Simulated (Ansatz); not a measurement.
## Electronic structure of CH4ClF2NOW in real space

Input file:

```
crystal:
  periodic: [false, false, false]
  atoms:
    - {symbol: C, position_ang: [0.962256, -1.566725, -0.607140]}
    - {symbol: N, position_ang: [0.237172, -0.410672, -0.264202]}
    - {symbol: W, position_ang: [-0.449121, 1.137613, 0.151892]}
    - {symbol: O, position_ang: [-1.808775, 0.539307, 1.276754]}
    - {symbol: F, position_ang: [-0.897618, 1.583487, -1.592056]}
    - {symbol: F, position_ang: [-1.050646, 2.917454, 0.542350]}
    - {symbol: Cl, position_ang: [1.476732, 1.789813, 1.195006]}
    - {symbol: H, position_ang: [0.998924, -1.693531, -1.694062]}
    - {symbol: H, position_ang: [1.988704, -1.484604, -0.230676]}
    - {symbol: H, position_ang: [0.506016, -2.460399, -0.167963]}
    - {symbol: H, position_ang: [-1.898045, -0.408642, 1.410598]}
basis:
  gaussian: {orbitals: def2-TZVPP}
hamiltonian: {xc: pbe0, dispersion: d4}
output: {orbitals: {seedname: orbitals}}
```

Command:

```sh
ansatz run in.yaml --threads 4 --pin off --events-out ev --progress --plain --max-ram 11315MiB
```

Geometry: PBE0-D4/def2-TZVP; core potentials replace the inner electrons of W.

Method: RKS PBE0-D4/def2-TZVPP (Ansatz).

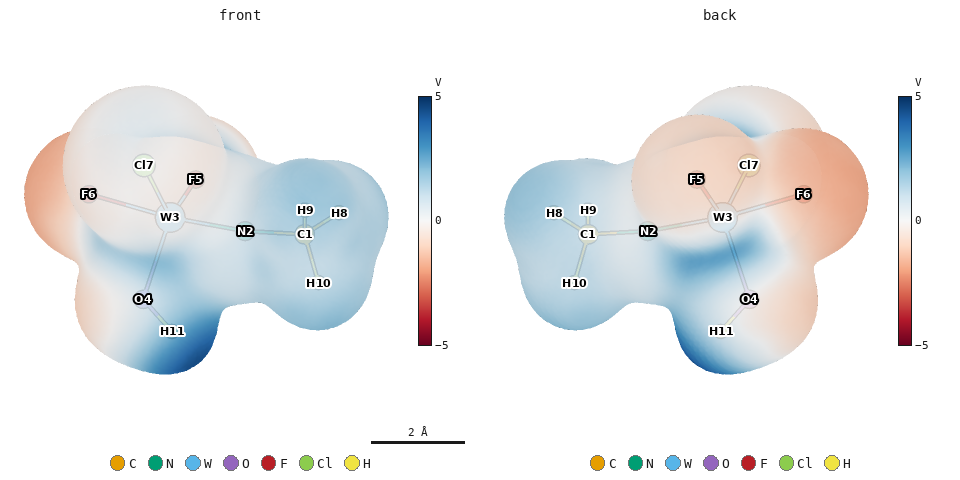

Figure 1. The molecular electrostatic potential painted on the density surface at 0.004 e/bohr³, seen from the front and from behind; the colour scale runs from red (negative) to blue (positive).

Question: Where is the surface potential most negative and most positive?

Answer: The most negative region (about −1.8 V, or −42 kcal/mol for a unit charge) lies over F6, the most positive (about +4.2 V, or +97 kcal/mol for a unit charge) over H11. Cl7 shows a σ-hole: about +0.3 V, or +7 kcal/mol for a unit charge at the tip opposite its bond, against about −0.3 V, or −7 kcal/mol for a unit charge on its flanks.

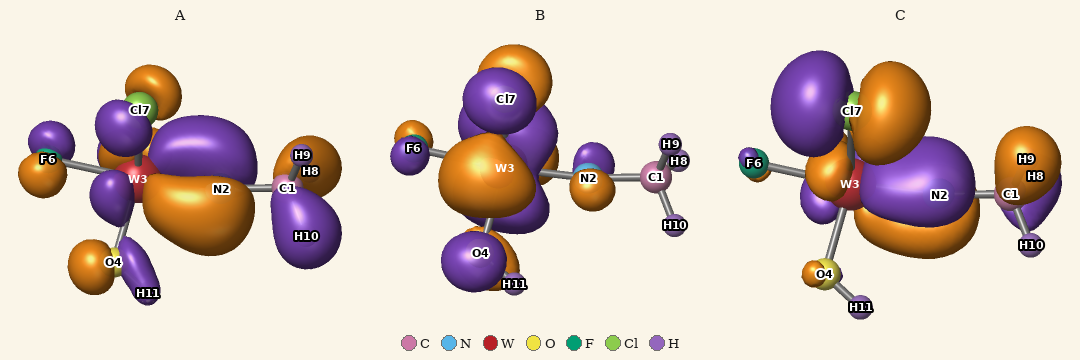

Figure 2. Three frontier orbitals at ±0.1 Å⁻³ᐟ² (orange and purple are the two phases), in no order.

Question: Order the three orbitals by energy and name them.

Answer: A is the HOMO−1 (−8.67 eV). Its weight (Hirshfeld) is mainly on N2 (about 40 %), W3 (about 20 %), C1 (about 10 %) and Cl7 (about 5 %). C is the HOMO (−8.29 eV). It lies mainly on Cl7 (about 40 %), N2 (about 30 %) and W3 (about 15 %). B is the LUMO (−2.07 eV). Its weight (Hirshfeld) is mainly on W3 (about 60 %), Cl7 (about 15 %) and O4 (about 10 %).

Question: What is the HOMO–LUMO gap?

Answer: 6.22 eV between the orbital energies.

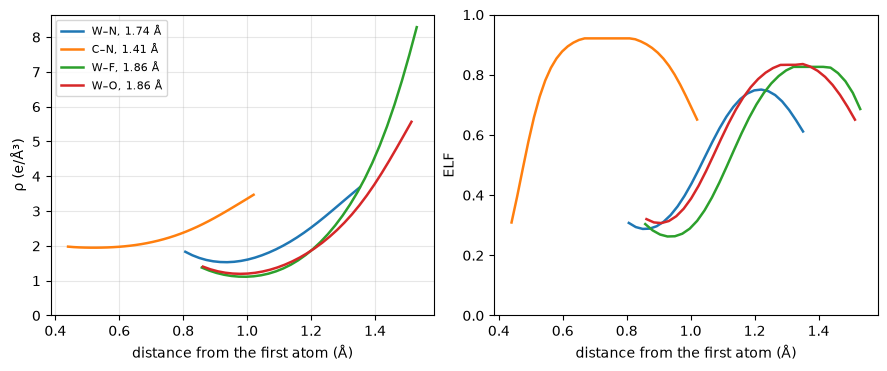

Figure 3. Electron density and ELF along straight lines between neighbouring atoms. The curves leave out the atomic cores.

Question: Compare the contacts.

Answer: W–N (1.74 Å): ρ is about 1.6 e/Å³ halfway; the ELF peaks at about 0.75 in the valence shell of N, 0.5 Å from its nucleus, and drops to about 0.30 between the two atoms.
C–N (1.41 Å): ρ at the midpoint is about 2.1 e/Å³; the ELF peaks at about 0.90 between the atoms: a covalent bond.
W–F (1.86 Å): the density is about 1.2 e/Å³ at the midpoint; the ELF peaks at about 0.85 in the valence shell of F, 0.5 Å from its nucleus, and drops to about 0.25 between the two atoms.
W–O (1.86 Å): the density is about 1.2 e/Å³ at the midpoint; the ELF peaks at about 0.85 in the valence shell of O, 0.5 Å from its nucleus, and drops to about 0.30 between the two atoms.
